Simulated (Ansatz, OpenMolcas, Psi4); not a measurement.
Strength of the N–H bond: NH3 → NH2 + H

Species: NH3 (ammonia) `N`, singlet; NH2 `[NH2]`, doublet; H atom, doublet. 

Shapes, held fixed at every level: PBE0-D4/def2-TZVP. Programs: Ansatz 0.2.0, OpenMolcas 26.06, Psi4 1.11. A level may come from different programs for different species; with the same settings they agree closely. Electronic energies: no zero-point or thermal term.

| level | kind | ΔE (kJ/mol) | less BCCD(T)/def2-TZVPPD |
| --- | --- | --- | --- |
| SVWN5/def2-TZVPPD | LDA | +541.4 | +67.1 |
| r2SCAN/def2-TZVPPD | meta-GGA | +463.7 | -10.6 |
| B3LYP/6-31G* (spherical functions) | global hybrid | +460.6 | -13.7 |
| BHLYP/def2-TZVPPD | global hybrid | +461.0 | -13.3 |
| PBE0/def2-TZVPPD | global hybrid | +468.5 | -5.8 |
| B2PLYP/def2-TZVPPD | double hybrid | +475.1 | +0.8 |
| BCCD(T)/def2-TZVPPD | coupled cluster or CI | +474.3 | 0.0 |

The highest level, BCCD(T)/def2-TZVPPD, gives ΔE = +474.3 kJ/mol; the levels span +460.6 to +541.4. The column of differences is taken from that level and isn't an error. No measured value is set beside it here. Open shells run unrestricted.

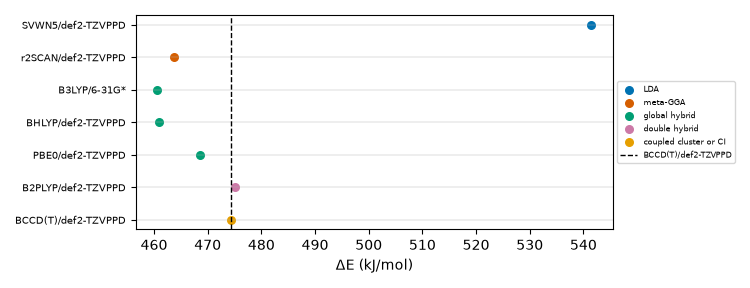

The values of the table, level by level.
